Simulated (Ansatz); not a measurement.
# AlHO2 (SMILES [O]=[Al][OH]): CCSDT/STO-3G

Aim: the vertical singlet–triplet gap of AlHO2 at CCSDT/STO-3G, from 2 runs. 

Program for the calculation: Ansatz 0.2.0.

62 further runs of the same task are left out: 8 that didn't finish, 54 set aside as unsound or not needed.

### Step 1. The molecule

AlHO2: 4 atoms, total charge 0, spin state singlet. SMILES: `[O]=[Al][OH]`. Geometry: a GFN2-xTB relaxation, a rough one for these elements and not checked as a minimum.

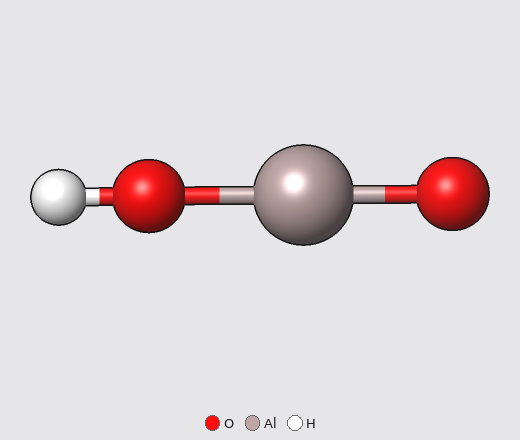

Viewed from a chosen angle; oxygen red, aluminium light grey, hydrogen white.

### Step 2. The energy at CCSDT/STO-3G

job.yaml

```yaml
crystal:
  periodic: [false, false, false]
  atoms:
    - symbol: O
      position_ang: [-1.605830, -1.403740, -0.651200]
    - symbol: Al
      position_ang: [-0.474020, -0.415070, -0.191330]
    - symbol: O
      position_ang: [0.698750, 0.609040, 0.285100]
    - symbol: H
      position_ang: [1.381100, 1.209770, 0.557430]
basis:
  gaussian: {orbitals: STO-3G}
total_charge: 0
scf: {omitted_lower_state_checks: [cluster_reference, increment]}
correlation: {method: ccsdt, frozen_orbitals: {Al: 5, H: 0, O: 1}}
accuracy: high
```

Run with:

```
ansatz run job.yaml --threads 1 --pin off --max-ram 2610MiB --events-out events.jsonl --progress --plain --runs-dir runs
```

The log of the run:

```text
Warning: RAYON_NUM_THREADS=1 ignored (pool sized by the plan → 1); use --threads N
Functional definition: HF
  name "HF"
  exchange = exact_x
  correlation = 0
these checks for a lower state are left out or cut short: cluster_reference, increment
342 factors; integrals over basis functions are off by at most 1.7e-8 eV
mean field evaluation 1: about -10529.5082 eV, gradient 3.8e1 eV
mean field evaluation 2: about -10529.5325 eV, gradient 3.8e1 eV
mean field evaluation 4: about -10535.8033 eV, gradient 3.7e0 eV
mean field evaluation 8: about -10535.8704 eV, gradient 2.2e-1 eV
mean field -10535.87129175 eV, -387.1861285018 hartree, gradient 2.5e-8 eV, S^2 0.000000; 0 other end points of the search recorded, 0 dependent functions left out
7 core orbitals not correlated: weight in the atoms' cores, before any rotation towards them, 1.000 or more for the frozen orbitals, at most 0.000 for the correlated occupied ones
reference -10535.87129175 eV, -387.1861285018 hartree; 8, 8 occupied and 5, 5 virtual orbitals, 342 factors
second order -3.60387072 eV of doubles, -0.00000000 eV of singles
cycle   1  -3.26462560 eV  change    3.4e-1 eV  update   2.1e-1
cycle   2  -4.01824165 eV  change   -7.5e-1 eV  update   1.9e-1
cycle   3  -4.32930155 eV  change   -3.1e-1 eV  update   4.6e-2
cycle   4  -4.37154205 eV  change   -4.2e-2 eV  update   1.8e-2
cycle   5  -4.36336673 eV  change    8.2e-3 eV  update   6.9e-3
cycle   6  -4.36138462 eV  change    2.0e-3 eV  update   3.3e-3
cycle   7  -4.36698244 eV  change   -5.6e-3 eV  update   1.4e-3
cycle   8  -4.36707409 eV  change   -9.2e-5 eV  update   5.9e-4
cycle   9  -4.36569268 eV  change    1.4e-3 eV  update   3.8e-4
cycle  10  -4.36593754 eV  change   -2.4e-4 eV  update   1.5e-4
cycle  11  -4.36604472 eV  change   -1.1e-4 eV  update   7.6e-5
cycle  12  -4.36610764 eV  change   -6.3e-5 eV  update   4.4e-5
cycle  13  -4.36609786 eV  change    9.8e-6 eV  update   1.6e-5
cycle  14  -4.36610391 eV  change   -6.1e-6 eV  update   1.1e-5
cycle  15  -4.36610877 eV  change   -4.9e-6 eV  update   6.1e-6
cycle  16  -4.36610067 eV  change    8.1e-6 eV  update   2.8e-6
cycle  17  -4.36609569 eV  change    5.0e-6 eV  update   1.4e-6
cycle  18  -4.36609684 eV  change   -1.2e-6 eV  update   6.1e-7
cycle  19  -4.36609709 eV  change   -2.5e-7 eV  update   2.5e-7
cycle  20  -4.36609713 eV  change   -3.3e-8 eV  update   1.5e-7
cycle  21  -4.36609722 eV  change   -9.5e-8 eV  update   9.9e-8
cycle  22  -4.36609660 eV  change    6.3e-7 eV  update   1.6e-7
cycle  23  -4.36609635 eV  change    2.4e-7 eV  update   8.2e-8
cycle  24  -4.36609626 eV  change    9.2e-8 eV  update   4.9e-8
cycle  25  -4.36609630 eV  change   -4.4e-8 eV  update   2.8e-8
cycle  26  -4.36609630 eV  change    4.2e-9 eV  update   1.1e-8
cycle  27  -4.36609629 eV  change    9.2e-9 eV  update   5.9e-9
cycle  28  -4.36609629 eV  change    3.4e-9 eV  update   2.8e-9
cycle  29  -4.36609629 eV  change    2.5e-9 eV  update   1.5e-9
cycle  30  -4.36609628 eV  change   7.0e-10 eV  update  7.3e-10
Total energy: -10540.23738804 eV, -387.3465795808 hartree
Checks for a lower state left out: cluster_reference, increment
```

Run time: 0.3 s. Hardware: 1 thread of Intel Xeon 6975P-C (Granite Rapids), shared host.

### Step 3. The triplet

input.yaml

```yaml
crystal:
  periodic: [false, false, false]
  atoms:
    - {symbol: O, position_ang: [-1.605830, -1.403740, -0.651200]}
    - {symbol: Al, position_ang: [-0.474020, -0.415070, -0.191330]}
    - {symbol: O, position_ang: [0.698750, 0.609040, 0.285100]}
    - {symbol: H, position_ang: [1.381100, 1.209770, 0.557430]}
basis:
  gaussian:
    orbitals: STO-3G
correlation:
  method: ccsdt
  frozen_orbitals: {Al: 5, H: 0, O: 1}
accuracy: high
scf:
  omitted_lower_state_checks: [cluster_reference, increment]
magnetization:
  spin_polarized: true
  initial_magnetization: 2
```

Run with:

```
ansatz run input.yaml --threads 1 --pin off --max-ram 2610MiB --events-out events.jsonl --progress --plain --runs-dir runs
```

The log of the run:

```text
Warning: RAYON_NUM_THREADS=1 ignored (pool sized by the plan → 1); use --threads N
[... 4 set-up lines as earlier in the session ...]
these checks for a lower state are left out or cut short: cluster_reference, increment
342 factors; integrals over basis functions are off by at most 1.7e-8 eV
mean field evaluation 1: about -10530.2615 eV, gradient 1.8e1 eV
mean field evaluation 2: about -10530.3379 eV, gradient 1.8e1 eV
mean field evaluation 4: about -10533.8340 eV, gradient 2.0e0 eV
mean field evaluation 8: about -10533.9626 eV, gradient 5.7e-4 eV
mean field evaluation 16: about -10533.9615 eV, gradient 4.5e-3 eV
mean field evaluation 32: about -10533.9615 eV, gradient 1.1e-6 eV
mean field evaluation 64: about -10533.9614 eV, gradient 6.4e-2 eV
mean field evaluation 96: about -10533.9586 eV, gradient 4.4e-1 eV
mean field evaluation 128: about -10533.9615 eV, gradient 2.5e-5 eV
mean field -10533.96150437 eV, -387.1159451099 hartree, gradient 9.2e-8 eV, S^2 2.010324; 7 other end points of the search recorded, 0 dependent functions left out
7 core orbitals not correlated: weight in the atoms' cores, before any rotation towards them, 1.000 or more for the frozen orbitals, at most 0.000 for the correlated occupied ones
reference -10533.96150437 eV, -387.1159451099 hartree; 9, 7 occupied and 4, 6 virtual orbitals, 342 factors
second order -1.89741027 eV of doubles, -0.00000000 eV of singles
cycle   1  -2.02498973 eV  change   -1.3e-1 eV  update   1.2e-1
cycle   2  -2.33743486 eV  change   -3.1e-1 eV  update   7.0e-2
cycle   3  -2.56772431 eV  change   -2.3e-1 eV  update   3.9e-2
cycle   4  -2.59499826 eV  change   -2.7e-2 eV  update   1.6e-2
cycle   5  -2.61193371 eV  change   -1.7e-2 eV  update   1.2e-2
cycle   6  -2.62028454 eV  change   -8.4e-3 eV  update   8.1e-3
cycle   7  -2.63665789 eV  change   -1.6e-2 eV  update   6.1e-3
cycle   8  -2.64025821 eV  change   -3.6e-3 eV  update   3.3e-3
cycle   9  -2.64029822 eV  change   -4.0e-5 eV  update   2.4e-3
cycle  10  -2.64277322 eV  change   -2.5e-3 eV  update   1.2e-3
cycle  11  -2.64306777 eV  change   -2.9e-4 eV  update   7.5e-4
cycle  12  -2.64324724 eV  change   -1.8e-4 eV  update   4.8e-4
cycle  13  -2.64297310 eV  change    2.7e-4 eV  update   2.3e-4
cycle  14  -2.64303394 eV  change   -6.1e-5 eV  update   1.2e-4
cycle  15  -2.64309207 eV  change   -5.8e-5 eV  update   7.6e-5
cycle  16  -2.64316806 eV  change   -7.6e-5 eV  update   3.8e-5
cycle  17  -2.64317182 eV  change   -3.8e-6 eV  update   2.1e-5
cycle  18  -2.64316142 eV  change    1.0e-5 eV  update   1.4e-5
cycle  19  -2.64315482 eV  change    6.6e-6 eV  update   6.8e-6
cycle  20  -2.64315642 eV  change   -1.6e-6 eV  update   4.7e-6
cycle  21  -2.64315943 eV  change   -3.0e-6 eV  update   3.5e-6
cycle  22  -2.64316193 eV  change   -2.5e-6 eV  update   1.9e-6
cycle  23  -2.64316521 eV  change   -3.3e-6 eV  update   1.4e-6
cycle  24  -2.64316634 eV  change   -1.1e-6 eV  update   9.7e-7
cycle  25  -2.64316658 eV  change   -2.4e-7 eV  update   7.0e-7
cycle  26  -2.64316672 eV  change   -1.5e-7 eV  update   5.0e-7
cycle  27  -2.64316706 eV  change   -3.4e-7 eV  update   3.9e-7
cycle  28  -2.64316728 eV  change   -2.1e-7 eV  update   3.2e-7
cycle  29  -2.64316745 eV  change   -1.7e-7 eV  update   2.8e-7
cycle  30  -2.64316754 eV  change   -8.8e-8 eV  update   2.6e-7
cycle  31  -2.64316708 eV  change    4.6e-7 eV  update   2.8e-7
cycle  32  -2.64316695 eV  change    1.3e-7 eV  update   2.6e-7
cycle  33  -2.64316680 eV  change    1.6e-7 eV  update   2.5e-7
cycle  34  -2.64316673 eV  change    6.1e-8 eV  update   2.4e-7
cycle  35  -2.64316673 eV  change  -4.4e-10 eV  update   2.4e-7
cycle  36  -2.64316673 eV  change   9.3e-10 eV  update   2.4e-7
cycle  37  -2.64316673 eV  change    7.5e-9 eV  update   2.4e-7
cycle  38  -2.64316671 eV  change    1.5e-8 eV  update   2.4e-7
cycle  39  -2.64316670 eV  change    8.4e-9 eV  update   2.4e-7
cycle  40  -2.64316670 eV  change    5.8e-9 eV  update   2.4e-7
cycle  41  -2.64316670 eV  change  -2.7e-10 eV  update   2.4e-7
cycle  42  -2.64316670 eV  change   -2.2e-9 eV  update   2.4e-7
cycle  43  -2.64316670 eV  change   -3.4e-9 eV  update   2.4e-7
cycle  44  -2.64316671 eV  change   -3.2e-9 eV  update   2.4e-7
cycle  45  -2.64316671 eV  change   -7.7e-9 eV  update   2.4e-7
cycle  46  -2.64316671 eV  change    1.5e-9 eV  update   2.4e-7
cycle  47  -2.64316672 eV  change   -4.5e-9 eV  update   2.3e-7
cycle  48  -2.64316673 eV  change   -1.4e-8 eV  update   2.3e-7
cycle  49  -2.64316674 eV  change   -1.1e-8 eV  update   2.3e-7
cycle  50  -2.64316678 eV  change   -4.1e-8 eV  update   2.3e-7
cycle  51  -2.64316676 eV  change    2.7e-8 eV  update   2.3e-7
cycle  52  -2.64316674 eV  change    1.2e-8 eV  update   2.2e-7
cycle  53  -2.64316661 eV  change    1.3e-7 eV  update   2.2e-7
cycle  54  -2.64316658 eV  change    3.2e-8 eV  update   2.1e-7
cycle  55  -2.64316655 eV  change    2.8e-8 eV  update   1.9e-7
cycle  56  -2.64316659 eV  change   -4.1e-8 eV  update   1.7e-7
cycle  57  -2.64316671 eV  change   -1.2e-7 eV  update   1.6e-7
cycle  58  -2.64316669 eV  change    1.8e-8 eV  update   1.5e-7
cycle  59  -2.64316671 eV  change   -2.2e-8 eV  update   1.2e-7
cycle  60  -2.64316668 eV  change    3.2e-8 eV  update   1.0e-7
cycle  61  -2.64316673 eV  change   -4.9e-8 eV  update   7.1e-8
cycle  62  -2.64316673 eV  change    4.3e-9 eV  update   6.8e-8
cycle  63  -2.64316674 eV  change   -1.2e-8 eV  update   4.9e-8
cycle  64  -2.64316676 eV  change   -2.4e-8 eV  update   4.0e-8
cycle  65  -2.64316674 eV  change    2.3e-8 eV  update   3.5e-8
cycle  66  -2.64316675 eV  change   -1.3e-8 eV  update   2.4e-8
cycle  67  -2.64316674 eV  change    8.4e-9 eV  update   1.6e-8
cycle  68  -2.64316674 eV  change    1.9e-9 eV  update   1.1e-8
cycle  69  -2.64316674 eV  change   -1.6e-9 eV  update   6.8e-9
cycle  70  -2.64316674 eV  change    1.1e-9 eV  update   4.9e-9
cycle  71  -2.64316674 eV  change    2.6e-9 eV  update   3.4e-9
cycle  72  -2.64316674 eV  change    1.2e-9 eV  update   1.9e-9
cycle  73  -2.64316674 eV  change    1.1e-9 eV  update   1.6e-9
cycle  74  -2.64316674 eV  change   3.8e-10 eV  update   1.1e-9
cycle  75  -2.64316674 eV  change    1.2e-9 eV  update  8.1e-10
cycle  76  -2.64316674 eV  change   2.3e-10 eV  update  5.8e-10
Total energy: -10536.60467110 eV, -387.2130796958 hartree
Checks for a lower state left out: cluster_reference, increment
```

Wall time 2.3 s (1 thread of Intel Xeon 6975P-C (Granite Rapids), shared host).

### Step 4. Outcome

Level: CCSDT/STO-3G, 7 core orbitals frozen.

```
                                            quantity          value
                               singlet: total energy  -387.34658 Eh
singlet: correlation energy (7 core orbitals frozen)     -160.5 mEh
                              singlet: T1 diagnostic          0.033
                               triplet: total energy  -387.21308 Eh
triplet: correlation energy (7 core orbitals frozen)      -97.1 mEh
          triplet: ⟨S²⟩ of the reference determinant          2.010
                              triplet: T1 diagnostic          0.033
    vertical energy of the triplet above the singlet       3.633 eV
```

**Reading.** At this shape the triplet lies 3.63 eV (84 kcal/mol) above the singlet. In a minimal basis such a difference can be off by several eV, whatever the method. The T1 diagnostic (singlet) of 0.033 is above the customary mark for such species, so a single reference may not serve.
